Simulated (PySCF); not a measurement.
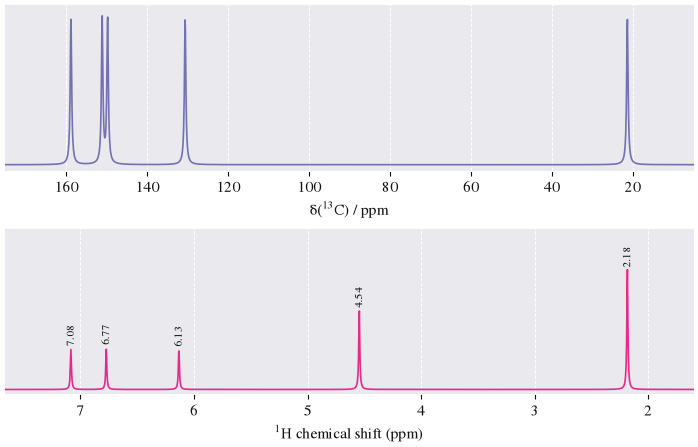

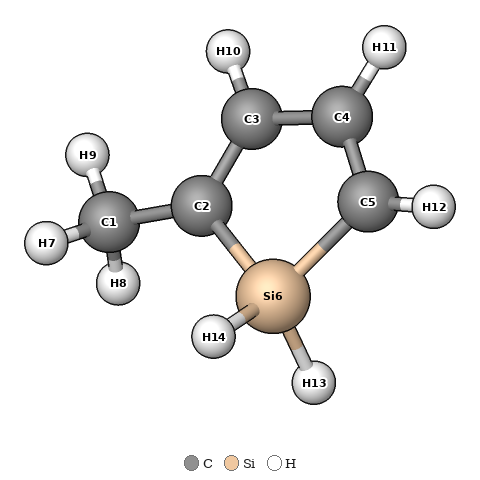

Spectrum and numbered structure of C₅H₈Si, SMILES CC1=CC=C[SiH2]1. GIAO shifts, PBE0/pcSseg-1, PySCF 2.14.0, at a PBE0-D3(BJ)/def2-SVP geometry (no frequency check), against TMS for ¹³C and TMS for ¹H computed at the same level. Gas phase, fully decoupled, line heights follow the number of nuclei, widths are arbitrary (no quadrupolar broadening); values of one conformer, averaged over methyl-type rotors and exact or near symmetry.

**Which atoms give which ¹³C line?**

| δ (ppm) | nuclei | atoms |
| --- | --- | --- |
| 158.9 | 1 | C4 |
| 151.1 | 1 | C3 |
| 149.8 | 1 | C2 |
| 130.6 | 1 | C5 |
| 21.3 | 1 | C1 |

The order of signals that lie close, as those under 2 ppm apart, is within the error of the method.

**Which atoms give which ¹H line?**

```csv
δ (ppm),nuclei,atoms
7.08,1,H11
6.77,1,H10
6.13,1,H12
4.54,2,"H13, H14"
2.18,3,"H7, H8, H9"
```
